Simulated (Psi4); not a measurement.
# C2H3F3O (2,2,2-trifluoroethanol) at wB97X-V/6-31G(d) (spherical functions)

Aim: the vertical ionisation energy of C2H3F3O (2,2,2-trifluoroethanol) at wB97X-V/6-31G* (spherical functions), from 2 runs. 

The calculation is run with Psi4 1.11.

**1. Starting point**

C2H3F3O has 9 atoms, charge 0, and is taken as a singlet. SMILES: `OCC(F)(F)F`. The coordinates come from a PBE0-D4/def2-TZVP relaxation. This is one conformer, not always the lowest.

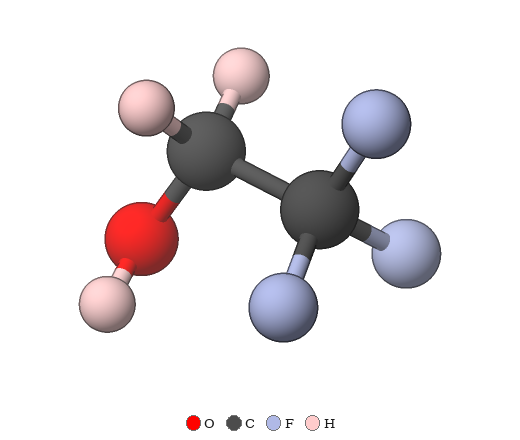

The structure, seen from a chosen angle (oxygen red, carbon dark grey, fluorine light blue, hydrogen pink).

**2. A single-point energy at wB97X-V/6-31G(d) (spherical functions)**

File input.json:

```json
{
  "schema_name": "qcschema_input",
  "schema_version": 1,
  "molecule": {
    "schema_name": "qcschema_molecule",
    "schema_version": 2,
    "symbols": ["O", "C", "C", "F", "F", "F", "H", "H", "H"],
    "geometry": [0.5036687, -2.84564408, -0.98685278, 0.25233513, -0.99390146, 0.87118264, -0.65356178, 1.50019688, -0.20269202, -2.92748812, 1.32747591, -1.26806292, 0.95106136, 2.34617057, -1.98268175, -0.7755436, 3.2546753, 1.61314581, 1.79079896, -2.32765126, -2.16046719, -1.15813755, -1.64674514, 2.22536038, 2.0168669, -0.61461452, 1.89106783],
    "molecular_charge": 0,
    "molecular_multiplicity": 1,
    "fix_symmetry": "c1"
  },
  "driver": "energy",
  "model": {
    "method": "wb97x-v",
    "basis": "6-31G*"
  },
  "keywords": {
    "puream": true,
    "e_convergence": 1e-09,
    "d_convergence": 1e-08,
    "scf_type": "pk",
    "dft_radial_points": 99,
    "dft_spherical_points": 590
  }
}
```

Launch:

```console
$ psi4 --qcschema input.json -n 1 --memory 1600MB
```

stdout:

```text
[...]
  Running in c1 symmetry.
[...]
  Nuclear repulsion =  274.601382653396058
[...]
  Multiplicity = 1
[...]
  Nalpha       = 25
  Nbeta        = 25
[...]
    Number of basis functions: 90
[...]
   @RKS iter   1:  -452.45181969231396   -3.97642e-01   7.17407e-03 ADIIS/DIIS
[...]
   @RKS iter  12:  -452.61166505910029   -3.01270e-12   5.68225e-09 DIIS
[...]
    Orbital Energies [Eh]
    ---------------------
    Doubly Occupied:
       1A    -24.801197     2A    -24.800967     3A    -24.797224
       4A    -19.248828     5A    -10.521603     6A    -10.349028
       7A     -1.441543     8A     -1.349066     9A     -1.346975
      10A     -1.180918    11A     -0.897219    12A     -0.787975
      13A     -0.707116    14A     -0.703863    15A     -0.691363
      16A     -0.625544    17A     -0.582324    18A     -0.571928
      19A     -0.562070    20A     -0.536422    21A     -0.525280
      22A     -0.514500    23A     -0.510829    24A     -0.458426
      25A     -0.401063
[...]
  @RKS Final Energy:  -452.61166505910029
   => Energetics <=
    Nuclear Repulsion Energy =            274.6013826533960582
    One-Electron Energy =               -1171.7137921884041134
    Two-Electron Energy =                 481.3805700888563592
    DFT Exchange-Correlation Energy =     -37.0814924715476195
    Empirical Dispersion Energy =           0.0000000000000000
    VV10 Nonlocal Energy =                  0.2016668585990025
    Total Energy =                       -452.6116650591002895
[...]
 Multipole Moments:
 ------------------------------------------------------------------------------------
     Multipole            Electronic (a.u.)      Nuclear  (a.u.)        Total (a.u.)
 ------------------------------------------------------------------------------------
 L = 1.  Multiply by 2.5417464519 to convert [e a0] to [Debye]
 Dipole X            :         -2.1206513            2.6863138            0.5656625
 Dipole Y            :          5.6121173           -5.7364626           -0.1243453
 Dipole Z            :         -1.5594617            1.7828015            0.2233398
 Magnitude           :                                                    0.6207386
[...]
```

The result, in JSON:

```text
{
 "driver": "energy",
 "model": {
  "method": "wb97x-v",
  "basis": "6-31G*"
 },
 "success": true,
 "return_result": -452.6116650591003,
 "properties": {
  "calcinfo_nbasis": 90,
  "calcinfo_nmo": 90,
  "calcinfo_nalpha": 25,
  "calcinfo_nbeta": 25,
  "calcinfo_natom": 9,
  "nuclear_repulsion_energy": 274.60138265339606,
  "return_energy": -452.6116650591003,
  "scf_one_electron_energy": -1171.713792188404,
  "scf_two_electron_energy": 481.38057008885636,
  "scf_vv10_energy": 0.20166685859900255,
  "scf_xc_energy": -37.08149247154762,
  "scf_dipole_moment": [0.565662479504685, -0.12434534418545073, 0.22333978204315708],
  "scf_total_energy": -452.6116650591003,
  "scf_iterations": 12
 }
}
```

Run time: 2.4 min. Hardware: 1 thread of Intel Xeon 6975P-C (Granite Rapids), shared host; peak memory 0.98 GiB.

**3. The doublet cation, same level**

File job.inp:

```
memory 1600 MB

molecule m {
  1 2
  O      0.266530    -1.505850    -0.522220
  C      0.133530    -0.525950     0.461010
  C     -0.345850     0.793870    -0.107260
  F     -1.549160     0.702470    -0.671030
  F      0.503280     1.241540    -1.049190
  F     -0.410400     1.722300     0.853640
  H      0.947650    -1.231740    -1.143270
  H     -0.612860    -0.871420     1.177610
  H      1.067280    -0.325240     1.000710
  units angstrom
  symmetry c1
}

set globals {
  basis                6-31G*
  reference            uks
  puream               true
  e_convergence        1e-09
  d_convergence        1e-08
  scf_type             pk
  dft_radial_points    99
  dft_spherical_points 590
  maxiter              100
}

energy_value = energy("wb97x-v")
print_variables()
```

Launch:

```console
$ psi4 job.inp job.out -n 1
```

job.out:

```text
[...]
  Running in c1 symmetry.
[...]
  Nuclear repulsion =  274.601382267830445
[...]
  Multiplicity = 2
[...]
  Nalpha       = 25
  Nbeta        = 24
[...]
    Number of basis functions: 90
[...]
   @UKS iter   1:  -452.04925385722430    4.92378e-03   6.44139e-03 ADIIS/DIIS
[...]
   @UKS iter  19:  -452.19393322704207   -6.42331e-12   9.23640e-09 DIIS
[...]
   @S^2 Observed:                7.546195579E-01
[...]
    Orbital Energies [Eh]
    ---------------------
    Alpha Occupied:
       1A    -25.028428     2A    -25.027650     3A    -25.027096
       4A    -19.677236     5A    -10.785699     6A    -10.643539
       7A     -1.669804     8A     -1.576188     9A     -1.573617
      10A     -1.567372    11A     -1.194203    12A     -1.053209
      13A     -0.990674    14A     -0.954641    15A     -0.938689
      16A     -0.914848    17A     -0.886312    18A     -0.846869
      19A     -0.795961    20A     -0.791374    21A     -0.784387
      22A     -0.751060    23A     -0.745395    24A     -0.728925
      25A     -0.725587
    Alpha Virtual:
[...]
  @UKS Final Energy:  -452.19393322704207
   => Energetics <=
    Nuclear Repulsion Energy =            274.6013822678304450
    One-Electron Energy =               -1158.5138115598897457
    Two-Electron Energy =                 468.3518962726533914
    DFT Exchange-Correlation Energy =     -36.8322172087502651
    Empirical Dispersion Energy =           0.0000000000000000
    VV10 Nonlocal Energy =                  0.1988170011140837
    Total Energy =                       -452.1939332270420664
[...]
 Multipole Moments:
 ------------------------------------------------------------------------------------
     Multipole            Electronic (a.u.)      Nuclear  (a.u.)        Total (a.u.)
 ------------------------------------------------------------------------------------
 L = 1.  Multiply by 2.5417464519 to convert [e a0] to [Debye]
 Dipole X            :         -1.3486400            2.6863138            1.3376738
 Dipole Y            :          3.6371576           -5.7364626           -2.0993050
 Dipole Z            :         -1.4098859            1.7828015            0.3729156
 Magnitude           :                                                    2.5170457
[...]
```

Wall time 2.8 min (1 thread of Intel Xeon 6975P-C (Granite Rapids), shared host); peak memory 0.98 GiB.

**4. Outcome**

At wB97X-V/6-31G* (spherical functions):

```
                                          quantity          value
                     singlet C2H3F3O: total energy  -452.61167 Eh
                    singlet C2H3F3O: dipole moment         1.58 D
                      singlet C2H3F3O: HOMO energy      -10.91 eV
                      singlet C2H3F3O: LUMO energy        4.46 eV
                    singlet C2H3F3O: HOMO–LUMO gap       15.37 eV
                      doublet cation: total energy  -452.19393 Eh
doublet cation: HOMO energy (highest over α and β)      -19.74 eV
 doublet cation: LUMO energy (lowest over α and β)      -11.79 eV
                              doublet cation: ⟨S²⟩          0.755
vertical ionisation energy (to the doublet cation)      11.367 eV
```

What this shows: Removing an electron at fixed nuclei costs 11.37 eV (1097 kJ/mol). −ε(HOMO) before ionisation, 10.91 eV, is 0.45 eV below this ionisation energy.
